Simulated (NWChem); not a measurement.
# A NWChem job on SiCl2 (SMILES Cl[Si]Cl)

Wanted: a structure relaxation of SiCl2.

The results are computed with NWChem 7.3.0.

1 further run of the same task is left out (set aside as unsound or not needed).

## (1) The system as given

The species is SiCl2 (3 atoms), meant as a singlet with charge 0. As SMILES, `Cl[Si]Cl`. The shape is that of a PBE0-D4/def2-TZVP optimisation. The run starts from this shape.

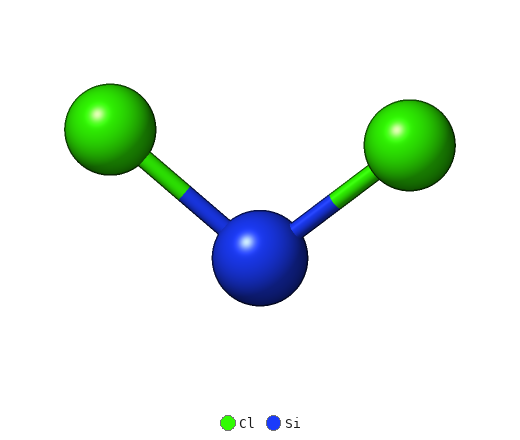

Viewed from a chosen angle; chlorine green, silicon blue.

## (2) The job

Input file cl2si.nw:

```
start cl2si
title "Cl2Si"
memory total 2200 mb

geometry noautosym
  Cl     0.293800     1.603800     0.338000
  Si    -0.770100    -0.010400    -0.422000
  Cl     0.476300    -1.593400     0.084000
end

basis spherical
  * library 6-31G
end

cosmo
  dielec 46.826
end

dft
  xc hse
  mult 1
  odft
  grid medium
  maxiter 50
  print low
end

driver
  maxiter 30
end

task dft optimize
```

On the command line:

```
$ nwchem cl2si.nw > cl2si.out
```

What it wrote:

```text
Northwest Computational Chemistry Package (NWChem) 7.3.0
             --------------------------------------------------------

           Job information
           ---------------

    nwchem branch   = 7.3.0
    use scalapack   = T
    input           = cl2si.nw
    prefix          = cl2si.
    data base       = ./cl2si.db
    status          = startup
    nproc           =        1

           Memory information
           ------------------

    heap     =     72089600 doubles =      550.0 Mbytes
    stack    =     72089597 doubles =      550.0 Mbytes
    global   =    144179200 doubles =     1100.0 Mbytes (distinct from heap & stack)
    total    =    288358397 doubles =     2200.0 Mbytes
    verify   = yes
    hardfail = no

           Directory information
           ---------------------

  0 permanent = .
  0 scratch   = .

                                NWChem Input Module
                                -------------------

                                       Cl2Si
                                       -----

 Scaling coordinates for geometry "geometry" by  1.889725989
 (inverse scale =  0.529177249)

          ------
          auto-z
          ------
  no constraints, skipping    0.0000000000000000
  no constraints, skipping    0.0000000000000000

[... 19 lines left out ...]
            Nuclear Dipole moment (a.u.)
[... 153 lines left out ...]
 [xm11-l    ],
 [cm11-l    ],
 [mn12-l    ],
 [mn12-sx   ],
 [m06-sx    ],
 [mn15-l    ],
 [mn15      ],
 [sogga     ],
 [xsogga    ],
 [csogga    ],
 [sogga11   ],
 [xsogga11  ],
 [csogga11  ],
 [sogga11-x ],
 [xsogga11-x],
 [csogga11-x],
 [n12       ],
 [xn12      ],
 [cn12      ],
 [n12-sx    ],
 [xbnl07    ],
 [becke97-d ],
 [xcamb88   ],
 [xcampbe96 ],
 [mp2       ],
 [b2plyp    ],
 [xcamlsd   ],
 [xwpbe     ],
 [ssb-d     ],
 [kt1       ],
 [kt2       ],
 [bhlyp     ],
 [b3p86     ],
 [b3pw91    ],
 [pbe96     ],
 [dldf      ],
 [srhfexch  ],
 [hse03     ],
 [s12g      ],
 [s12h      ],
 [cam-s12g  ],
 [cam-s12h  ],
 [becke86b  ],
 [xperdew86 ],
 [xmvs15    ],
 [cvpbe09   ],
 [mvs       ],
 [hle16     ],
 [scan      ],
 [scanl     ],
 [scan0     ],
 [lb94      ],
 [rscan     ],
 [xncap     ],
 [ncap      ],
 [r2scan    ],
 [r2scanl   ],
 [xscan     ],
 [cscan     ],
 [hcth147@tz],
 [wb97      ],
 [wb97x     ],
 [wb97x-d3  ],
 [xr2scan   ],
 [cr2scan   ],
 [r2scan0   ],
 [ncapr     ],
 ------------------------------------------------------------------------
 xc_input: invalid format                   0
 ------------------------------------------------------------------------
 ------------------------------------------------------------------------
  current input line :
    20:   xc hse
 ------------------------------------------------------------------------
 ------------------------------------------------------------------------
 There is an error in the input file
 ------------------------------------------------------------------------

0:xc_input: invalid format:Received an Error in Communication
  Errorcode: -1
```

It took 0.5 s on 1 thread of AMD EPYC 9R45 (Zen 5), shared host; peak memory 0.2 GiB.

## (3) What went wrong

The job stopped with an error part of the way.

The log says `xc_input: invalid format                   0`. What is wrong: the input names a functional that the program doesn't know.
